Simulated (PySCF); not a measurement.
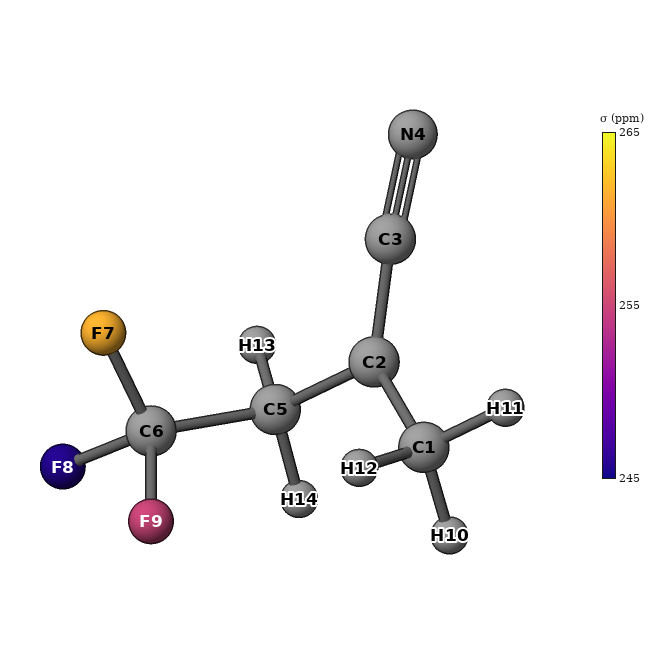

Atoms are coloured by their isotropic NMR shieldings (F only, the others grey). Charge −1, singlet. The computed structure is the end point of a GFN2-xTB optimisation. No frequency run is at hand to confirm it as a minimum. Properties computed with GIAO PBE0/pcSseg-1 NMR shielding, non-relativistic, gas phase (PySCF 2.14.0).

List the isotropic NMR shieldings of the F atoms.

```
atom  σ (ppm)
  F7    261.6
  F8    245.7
  F9    254.9
```
